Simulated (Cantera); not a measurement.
A closed system holds: 1 mol Al, 5 mol HCl, at 300 °C.

Method: chemical equilibrium by Gibbs-energy minimisation in Cantera with the NASA 1993 tables (ideal gas, pure condensed phases). Candidate condensed phases: Al, AlCl₃; 12 gas species. Rates play no part.

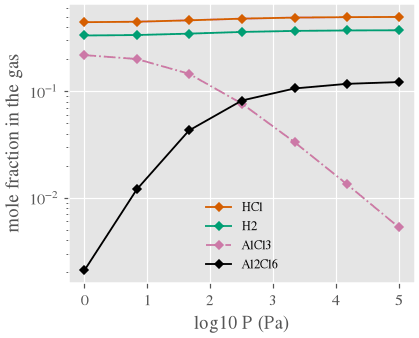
Figure: Equilibrium gas composition (values under 1e-9 drawn at 1e-9)

From 1.00 Pa to 1.00 bar nothing is condensed. The main Al-bearing gas is AlCl₃ at 1.00 Pa and Al₂Cl₆ at 1.00 bar.
